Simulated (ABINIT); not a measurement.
# BaH2 (P6_3/mmc): G0W0 with ABINIT, start to end, part 2 of 3

Wanted: ground state, empty states, screening and self-energy for BaH2 (P6_3/mmc).

ABINIT 10.8.3; PBEsol and many-body steps on it, plane waves. Known limits of the many-body steps: not at the basis limit; no spin-orbit coupling; coarse k mesh.

So far. Step 2 (Ground state): The gap is indirect, with the least direct gap 1.07 eV higher.

## (3) Bands along the symmetry lines

Level of this step: DFT, PBEsol, plane waves, norm-conserving pseudopotentials (ABINIT).

The cheap functional maps the bands first; the places of the edges decide which points the dearer methods must see.

run.abi reads:

```
acell 3*1.0 Angstrom
rprim 
  4.462025052349 0.000000000014 0.000000000000
  -2.231012526186 3.864227047650 0.000000000000
  0.000000000000 0.000000000000 6.055292590000
ntypat 2
znucl 56 1
natom 6
typat 1 1 2 2 2 2
xred 
  0.666666666667 0.333333333333 0.750000000000
  0.333333333333 0.666666666667 0.250000000000
  0.333333333333 0.666666666667 0.750000000000
  0.666666666667 0.333333333333 0.250000000000
  -0.000000000000 -0.000000000000 0.500000000000
  -0.000000000000 -0.000000000000 0.000000000000
pp_dirpath "pseudos"
pseudos "Ba.upf, H.upf"
ecut 32
iscf -2
irdden 1
kptopt 0
nkpt 75
kpt 
  0.00000000 0.00000000 0.00000000
  0.06250000 0.00000000 0.00000000
  0.12500000 0.00000000 0.00000000
  0.18750000 0.00000000 0.00000000
  0.25000000 0.00000000 0.00000000
  0.31250000 0.00000000 0.00000000
  0.37500000 0.00000000 0.00000000
  0.43750000 0.00000000 0.00000000
  0.50000000 0.00000000 0.00000000
  0.47916667 0.04166667 0.00000000
  0.45833333 0.08333333 0.00000000
  0.43750000 0.12500000 0.00000000
  0.41666666 0.16666666 0.00000000
  0.39583333 0.20833333 0.00000000
  0.37500000 0.25000000 0.00000000
  0.35416666 0.29166666 0.00000000
  0.33333333 0.33333333 0.00000000
  0.29166666 0.29166666 0.00000000
  0.25000000 0.25000000 0.00000000
  0.20833333 0.20833333 0.00000000
  0.16666666 0.16666666 0.00000000
  0.12500000 0.12500000 0.00000000
  0.08333333 0.08333333 0.00000000
  0.04166667 0.04166667 0.00000000
  0.00000000 0.00000000 0.00000000
  0.00000000 0.00000000 0.06250000
  0.00000000 0.00000000 0.12500000
  0.00000000 0.00000000 0.18750000
  0.00000000 0.00000000 0.25000000
  0.00000000 0.00000000 0.31250000
  0.00000000 0.00000000 0.37500000
  0.00000000 0.00000000 0.43750000
  0.00000000 0.00000000 0.50000000
  0.06250000 0.00000000 0.50000000
  0.12500000 0.00000000 0.50000000
  0.18750000 0.00000000 0.50000000
  0.25000000 0.00000000 0.50000000
  0.31250000 0.00000000 0.50000000
  0.37500000 0.00000000 0.50000000
  0.43750000 0.00000000 0.50000000
  0.50000000 0.00000000 0.50000000
  0.47916667 0.04166667 0.50000000
  0.45833333 0.08333333 0.50000000
  0.43750000 0.12500000 0.50000000
  0.41666666 0.16666666 0.50000000
  0.39583333 0.20833333 0.50000000
  0.37500000 0.25000000 0.50000000
  0.35416666 0.29166666 0.50000000
  0.33333333 0.33333333 0.50000000
  0.29166666 0.29166666 0.50000000
  0.25000000 0.25000000 0.50000000
  0.20833333 0.20833333 0.50000000
  0.16666666 0.16666666 0.50000000
  0.12500000 0.12500000 0.50000000
  0.08333333 0.08333333 0.50000000
  0.04166667 0.04166667 0.50000000
  0.00000000 0.00000000 0.50000000
  0.50000000 0.00000000 0.50000000
  0.50000000 0.00000000 0.43750000
  0.50000000 0.00000000 0.37500000
  0.50000000 0.00000000 0.31250000
  0.50000000 0.00000000 0.25000000
  0.50000000 0.00000000 0.18750000
  0.50000000 0.00000000 0.12500000
  0.50000000 0.00000000 0.06250000
  0.50000000 -0.00000000 0.00000000
  0.33333333 0.33333333 0.50000000
  0.33333333 0.33333333 0.43750000
  0.33333333 0.33333333 0.37500000
  0.33333333 0.33333333 0.31250000
  0.33333333 0.33333333 0.25000000
  0.33333333 0.33333333 0.18750000
  0.33333333 0.33333333 0.12500000
  0.33333333 0.33333333 0.06250000
  0.33333333 0.33333333 0.00000000
istwfk *1
nband 19
nbdbuf 2
tolwfr 1e-08
nstep 40
prtwf 0
prtvol 0
indata_prefix "in"
outdata_prefix "out"
tmpdata_prefix "tmp"
```

The run is started by

```sh
$ OMP_NUM_THREADS=1 mpirun -n 8 abinit run.abi > log
```

Numbers of over 12 decimals in the logs are rounded to 6 here.

What it wrote:

```text
.Version 10.8.3 of ABINIT. v10.8.2 released Aug 2026.

 Symmetries : space group P6_3/m m c (#194); Bravais hP (primitive hexag.)
[... echo of the input left out ...]
== DATASET  1 ==================================================================
-   mpi_nproc: 8, omp_nthreads: 1 (-1 if OMP is not activated)

--- !DatasetInfo
iteration_state: {dtset: 1, }
dimensions: {natom: 6, nkpt: 75, mband: 19, nsppol: 1, nspinor: 1, nspden: 1, mpw: 6130, }
cutoff_energies: {ecut:  32.0, pawecutdg:  -1.0, }
electrons: {nelect:   2.40000000E+01, charge:   0.00000000E+00, occopt:   1.00000000E+00, tsmear:   1.00000000E-02, }

 Real(R)+Recip(G) space primitive vectors, cartesian coordinates (Bohr,Bohr^-1):
 R(1)=  8.4320053  0.0000000  0.0000000  G(1)=  0.1185958  0.0684713  0.0000000
 R(2)= -4.2160027  7.3023308  0.0000000  G(2)=  0.0000000  0.1369426  0.0000000
 R(3)=  0.0000000  0.0000000 11.4428446  G(3)=  0.0000000  0.0000000  0.0873909
 Unit cell volume ucvol=  7.0457361E+02 bohr^3
 Angles (23,13,12)=  9.00000000E+01  9.00000000E+01  1.20000000E+02 degrees

 getcut: wavevector=  0.0000  0.0000  0.0000  ngfft=  45  45  60
         ecut(hartree)=     32.000   => boxcut(ratio)=   2.04919

--- Pseudopotential description ------------------------------------------------
- Ba Generated using ONCVPSP code by D. R. Hamann
- 56.00000  10.00000  180301                  znucl, zion, pspdat
12 -116133 2 -1 1936                          pspcod,pspxc,lmax,lloc,mmax
     nproj     2     2     2
  pspatm : epsatm=   26.37418133
         --- l  ekb(1:nproj) -->
             0    6.652372    0.677024
             1    5.027722    0.408462
             2    2.543237    0.416854
 pspatm: atomic psp has been read  and splines computed

- H Generated using ONCVPSP code by D. R. Hamann
-  1.00000   1.00000  180301                  znucl, zion, pspdat
12 -116133 1 -1 1180                          pspcod,pspxc,lmax,lloc,mmax
     nproj     2     1     0
  pspatm : epsatm=    0.35585368
         --- l  ekb(1:nproj) -->
[...]
1   -0.494138
 pspatm: atomic psp has been read  and splines computed

--------------------------------------------------------------------------------

================================================================================
 prteigrs : about to open file out_EIG
 Non-SCF case, kpt    1 (  0.00000  0.00000  0.00000), residuals and eigenvalues=
  4.53E-09  9.40E-09  1.97E-09  3.04E-09  7.07E-09  2.80E-09  5.81E-09  1.21E-09
  1.74E-09  1.11E-09  5.97E-09  6.57E-09  3.05E-09  9.04E-09  6.56E-09  8.66E-09
[...]
-8.4430E-01 -8.3787E-01 -3.2333E-01 -2.9297E-01 -2.9297E-01 -2.8383E-01
 -2.8383E-01 -2.8230E-01 -7.9456E-03  4.2869E-02  1.3315E-01  1.5182E-01
  2.5198E-01  2.5198E-01  2.8885E-01  2.8885E-01  2.8991E-01  2.8991E-01
  3.1860E-01
 Non-SCF case, kpt    2 (  0.06250  0.00000  0.00000), residuals and eigenvalues=
[...]
Non-SCF case, kpt   74 (  0.33333  0.33333  0.06250), residuals and eigenvalues=
[...]
3.7768E-01
 Non-SCF case, kpt   75 (  0.33333  0.33333  0.00000), residuals and eigenvalues=
[...]
-3.0119E-01 -2.8904E-01  7.8558E-02  7.8558E-02  7.9996E-02  8.6863E-02
  2.6619E-01  2.6619E-01  3.0696E-01  3.3445E-01  3.3445E-01  3.4478E-01
  3.7748E-01

--- !ResultsGS
iteration_state: {dtset: 1, }
comment   : Summary of ground state results
lattice_vectors:
- [  8.4320053,   0.0000000,   0.0000000, ]
- [ -4.2160027,   7.3023308,   0.0000000, ]
- [  0.0000000,   0.0000000,  11.4428446, ]
lattice_lengths: [   8.43201,    8.43201,   11.44284, ]
lattice_angles: [ 90.000,  90.000, 120.000, ] # degrees, (23, 13, 12)
lattice_volume:   7.0457361E+02
convergence: {deltae:  0.000E+00, res2:  0.000E+00, residm:  9.983E-09, diffor:  0.000E+00, }
etotal    :  -5.85971915E+01
entropy   :   0.00000000E+00
fermie    :   1.51815635E-01
cartesian_stress_tensor: null
pressure_GPa: null
xred      :
- [  6.6667E-01,   3.3333E-01,   7.5000E-01, Ba]
- [  3.3333E-01,   6.6667E-01,   2.5000E-01, Ba]
- [  3.3333E-01,   6.6667E-01,   7.5000E-01,  H]
- [  6.6667E-01,   3.3333E-01,   2.5000E-01,  H]
- [  3.7007E-17,   9.2519E-17,   5.0000E-01,  H]
- [  3.7007E-17,   9.2519E-17,   2.7756E-17,  H]
cartesian_forces: null
force_length_stats: {min: null, max: null, mean: null, }

 Integrated electronic density in atomic spheres:
 ------------------------------------------------
 Atom  Sphere_radius  Integrated_density
[...]
================================================================================

 ----iterations are completed or convergence reached----

 Mean square residual over all n,k,spin=   48.486E-10; max=  99.826E-10
 reduced coordinates (array xred) for    6 atoms
[...]
cartesian coordinates (angstrom) at end:
    1      2.231013     1.288076     4.541469
    2     -7.67e-12     2.576151     1.513823
    3     -7.67e-12     2.576151     4.541469
    4      2.231013     1.288076     1.513823
    5     -0.000000     0.000000     3.027646
    6     -0.000000     0.000000     0.000000
 length scales=  1.889726125908  1.889726125908  1.889726125908 bohr
              =  1.000000000000  1.000000000000  1.000000000000 angstroms
 prteigrs : about to open file out_EIG
 Eigenvalues (hartree) for nkpt=  75  k points:
 kpt#   1, nband= 19, wtk=  1.00000, kpt=  0.0000  0.0000  0.0000 (reduced coord)
[...]
kpt#   2, nband= 19, wtk=  1.00000, kpt=  0.0625  0.0000  0.0000 (reduced coord)
[...]
kpt#   3, nband= 19, wtk=  1.00000, kpt=  0.1250  0.0000  0.0000 (reduced coord)
[...]
kpt#  74, nband= 19, wtk=  1.00000, kpt=  0.3333  0.3333  0.0625 (reduced coord)
[...]
0.33690    0.34782    0.37768
 kpt#  75, nband= 19, wtk=  1.00000, kpt=  0.3333  0.3333  0.0000 (reduced coord)
  -0.83975   -0.83975   -0.30942   -0.30265   -0.30265   -0.30119   -0.30119   -0.28904
   0.07856    0.07856    0.08000    0.08686    0.26619    0.26619    0.30696    0.33445
   0.33445    0.34478    0.37748

== END DATASET(S) ==============================================================
================================================================================

 -outvars: echo values of variables after computation  --------
            nband          19
             nkpt          75
          spgroup         194
 [... the other variables as echoed above ...]

 Calculation completed.
```

It took 38 s on 8 MPI ranks of Arm Neoverse N1, shared host; peak memory 0.65 GiB.

This step gave:

```
gap                        : 1.473 eV
k of the valence top       : 0, 0, 0
k of the conduction bottom : 0.3333, 0.3333, 0.5
least direct gap           : 2.542 eV
```

The gap is 1.473 eV, as in the run before at this level.

Electronic bands along the path, in eV, zero at the top of the highest filled band:

```csv
point,band 9,band 10,band 11,band 12,band 13,band 14,band 15,band 16
Γ,-4.35,-2.96,-0.51,0.00,2.73,2.73,3.73,3.73
M,-2.56,-2.25,-1.67,-1.59,2.51,3.78,3.79,5.10
K,-1.99,-1.99,-1.95,-1.77,3.11,3.11,4.22,4.97
Γ,-4.35,-2.96,-0.51,0.00,2.73,2.73,3.73,3.73
A,-3.29,-3.29,-0.46,-0.46,2.58,2.58,2.58,2.58
L,-2.30,-2.30,-1.37,-1.37,2.30,2.30,3.85,3.85
H,-1.77,-1.77,-1.54,-1.54,1.47,1.47,4.35,4.35
A,-3.29,-3.29,-0.46,-0.46,2.58,2.58,2.58,2.58
jump to L,-2.30,-2.30,-1.37,-1.37,2.30,2.30,3.85,3.85
M,-2.56,-2.25,-1.67,-1.59,2.51,3.78,3.79,5.10
jump to H,-1.77,-1.77,-1.54,-1.54,1.47,1.47,4.35,4.35
K,-1.99,-1.99,-1.95,-1.77,3.11,3.11,4.22,4.97
```

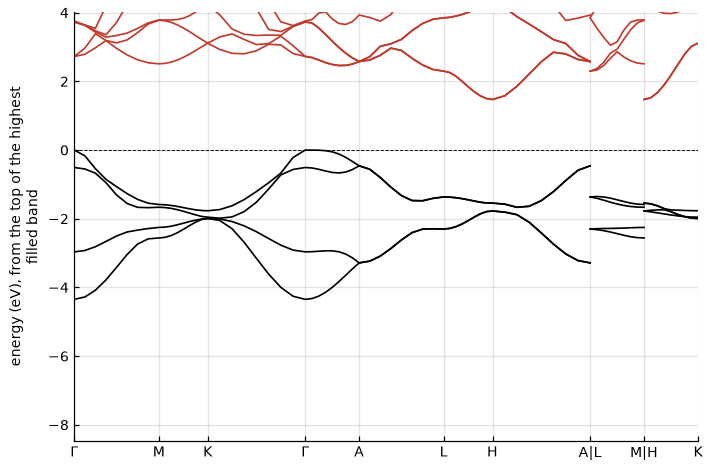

Electronic bands along the path; lines of filled and empty bands in two colours.

## (4) Empty states on the mesh, 3×3×2 mesh, 313 bands

The sums over transitions need many empty states on a uniform mesh; this step solves for them.

run.abi reads:

```
acell 3*1.0 Angstrom
rprim 
  4.462025052349 0.000000000014 0.000000000000
  -2.231012526186 3.864227047650 0.000000000000
  0.000000000000 0.000000000000 6.055292590000
ntypat 2
znucl 56 1
natom 6
typat 1 1 2 2 2 2
xred 
  0.666666666667 0.333333333333 0.750000000000
  0.333333333333 0.666666666667 0.250000000000
  0.333333333333 0.666666666667 0.750000000000
  0.666666666667 0.333333333333 0.250000000000
  -0.000000000000 -0.000000000000 0.500000000000
  -0.000000000000 -0.000000000000 0.000000000000
pp_dirpath "pseudos"
pseudos "Ba.upf, H.upf"
ecut 32
ngkpt 3 3 2
nshiftk 1
shiftk 0 0 0
kptopt 1
chksymbreak 0
iscf -2
irdden 1
istwfk *1
nband 313
nbdbuf 28
tolwfr 1e-09
nstep 60
prtvol 0
indata_prefix "in"
outdata_prefix "out"
tmpdata_prefix "tmp"
```

What it wrote:

```text
.Version 10.8.3 of ABINIT. v10.8.2 released Aug 2026.

 Symmetries : space group P6_3/m m c (#194); Bravais hP (primitive hexag.)
[... echo of the input left out ...]
== DATASET  1 ==================================================================
-   mpi_nproc: 8, omp_nthreads: 1 (-1 if OMP is not activated)
-    --> not optimal distribution: autoparal keyword recommended in input file <--

--- !DatasetInfo
iteration_state: {dtset: 1, }
dimensions: {natom: 6, nkpt: 6, mband: 313, nsppol: 1, nspinor: 1, nspden: 1, mpw: 6126, }
cutoff_energies: {ecut:  32.0, pawecutdg:  -1.0, }
electrons: {nelect:   2.40000000E+01, charge:   0.00000000E+00, occopt:   1.00000000E+00, tsmear:   1.00000000E-02, }

 Real(R)+Recip(G) space primitive vectors, cartesian coordinates (Bohr,Bohr^-1):
 R(1)=  8.4320053  0.0000000  0.0000000  G(1)=  0.1185958  0.0684713  0.0000000
 R(2)= -4.2160027  7.3023308  0.0000000  G(2)=  0.0000000  0.1369426  0.0000000
 R(3)=  0.0000000  0.0000000 11.4428446  G(3)=  0.0000000  0.0000000  0.0873909
 Unit cell volume ucvol=  7.0457361E+02 bohr^3
 Angles (23,13,12)=  9.00000000E+01  9.00000000E+01  1.20000000E+02 degrees

 getcut: wavevector=  0.0000  0.0000  0.0000  ngfft=  45  45  60
         ecut(hartree)=     32.000   => boxcut(ratio)=   2.04919

--- Pseudopotential description ------------------------------------------------
- Ba Generated using ONCVPSP code by D. R. Hamann
- 56.00000  10.00000  180301                  znucl, zion, pspdat
12 -116133 2 -1 1936                          pspcod,pspxc,lmax,lloc,mmax
     nproj     2     2     2
  pspatm : epsatm=   26.37418133
         --- l  ekb(1:nproj) -->
             0    6.652372    0.677024
             1    5.027722    0.408462
             2    2.543237    0.416854
 pspatm: atomic psp has been read  and splines computed

- H Generated using ONCVPSP code by D. R. Hamann
-  1.00000   1.00000  180301                  znucl, zion, pspdat
12 -116133 1 -1 1180                          pspcod,pspxc,lmax,lloc,mmax
     nproj     2     1     0
  pspatm : epsatm=    0.35585368
         --- l  ekb(1:nproj) -->
[...]
1   -0.494138
 pspatm: atomic psp has been read  and splines computed

--------------------------------------------------------------------------------

================================================================================
 prteigrs : about to open file out_EIG
 Non-SCF case, kpt    1 (  0.00000  0.00000  0.00000), residuals and eigenvalues=
  7.51E-11  6.78E-11  8.23E-11  6.29E-11  6.52E-11  6.77E-11  5.58E-10  9.96E-10
  5.36E-10  7.63E-10  7.63E-10  3.40E-10  4.04E-11  1.56E-10  7.11E-11  4.45E-10
  3.46E-11  7.40E-11  7.73E-11  7.85E-11  2.90E-10  1.42E-10  6.18E-10  9.40E-10
[...]
4.43E-03
 -8.4430E-01 -8.3787E-01 -3.2333E-01 -2.9297E-01 -2.9297E-01 -2.8383E-01
 -2.8383E-01 -2.8230E-01 -7.9456E-03  4.2869E-02  1.3315E-01  1.5182E-01
  2.5198E-01  2.5198E-01  2.8885E-01  2.8885E-01  2.8991E-01  2.8991E-01
[...]
4.0051E+00  4.0223E+00  4.0223E+00  4.0382E+00  4.0382E+00  4.0761E+00
  4.0936E+00  4.0939E+00  4.1329E+00  4.1341E+00  4.1436E+00  4.1452E+00
  4.1825E+00
 prteigrs : prtvol=0 or 1, do not print more k-points.

--- !ResultsGS
iteration_state: {dtset: 1, }
comment   : Summary of ground state results
lattice_vectors:
- [  8.4320053,   0.0000000,   0.0000000, ]
- [ -4.2160027,   7.3023308,   0.0000000, ]
- [  0.0000000,   0.0000000,  11.4428446, ]
lattice_lengths: [   8.43201,    8.43201,   11.44284, ]
lattice_angles: [ 90.000,  90.000, 120.000, ] # degrees, (23, 13, 12)
lattice_volume:   7.0457361E+02
convergence: {deltae:  0.000E+00, res2:  0.000E+00, residm:  9.961E-10, diffor:  0.000E+00, }
etotal    :  -5.85971915E+01
entropy   :   0.00000000E+00
fermie    :   1.51815635E-01
cartesian_stress_tensor: null
pressure_GPa: null
xred      :
- [  6.6667E-01,   3.3333E-01,   7.5000E-01, Ba]
- [  3.3333E-01,   6.6667E-01,   2.5000E-01, Ba]
- [  3.3333E-01,   6.6667E-01,   7.5000E-01,  H]
- [  6.6667E-01,   3.3333E-01,   2.5000E-01,  H]
- [  3.7007E-17,   9.2519E-17,   5.0000E-01,  H]
- [  3.7007E-17,   9.2519E-17,   2.7756E-17,  H]
cartesian_forces: null
force_length_stats: {min: null, max: null, mean: null, }

 Integrated electronic density in atomic spheres:
 ------------------------------------------------
 Atom  Sphere_radius  Integrated_density
[...]
================================================================================

 ----iterations are completed or convergence reached----

 Mean square residual over all n,k,spin=   29.003E-11; max=  99.607E-11
 reduced coordinates (array xred) for    6 atoms
[...]
0.000000000000      0.000000000000      0.500000000000
       0.000000000000      0.000000000000      0.000000000000

 cartesian coordinates (angstrom) at end:
    1      2.231013     1.288076     4.541469
    2     -7.67e-12     2.576151     1.513823
    3     -7.67e-12     2.576151     4.541469
    4      2.231013     1.288076     1.513823
    5     -0.000000     0.000000     3.027646
    6     -0.000000     0.000000     0.000000
 length scales=  1.889726125908  1.889726125908  1.889726125908 bohr
              =  1.000000000000  1.000000000000  1.000000000000 angstroms
 prteigrs : about to open file out_EIG
 Eigenvalues (hartree) for nkpt=   6  k points:
 kpt#   1, nband=313, wtk=  0.05556, kpt=  0.0000  0.0000  0.0000 (reduced coord)
[...]
3.98676    3.99126    3.99126    4.00513    4.00514    4.02233    4.02233    4.03816
   4.03816    4.07609    4.09362    4.09390    4.13286    4.13414    4.14361    4.14524
   4.18246
 prteigrs : prtvol=0 or 1, do not print more k-points.

== END DATASET(S) ==============================================================
================================================================================

 -outvars: echo values of variables after computation  --------
            nband         313
             nkpt           6
          spgroup         194
 [... the other variables as echoed above ...]

 Calculation completed.
```

Wall time 3.1 min (8 MPI ranks); peak memory 0.87 GiB; 25 min of CPU time.

Numbers from this step:

- gap: 1.473 eV
- k of the valence top: 0, 0, 0
- k of the conduction bottom: 0.3333, 0.3333, 0.5
- least direct gap: 2.725 eV
- k points computed: 6
- lowest point of the top converged band, above the valence top: 99.8299 eV

On this mesh the gap is 1.473 eV.

[end of part 2 of 3]

[Paths, hosts, dates, memory and timing lines, banners, echoed tables and standing remarks are left out of the program output.]

[Logs are printed without paths, hosts, clocks, repeated set-up lines and the standing remarks that a program may print on its own settings, such as how far it seeks lower states.]

[Runs of the session that timed out or met a known fault of the program may be left out.]

[Hosts, paths, dates, database ids (printed as entryN), source tags and the programs' standing remarks are cut or masked in the printed files.]

[G0W0 gaps are taken among the corrected bands and points alone; a level outside them can change the order at an edge.]

[Where Ansatz stands beside ABINIT at settings called matched, ABINIT's density can come from a denser mesh and the files from another edition; pairs whose starting gaps differed by over 0.03 eV were left out, so agreement reads better than it is.]
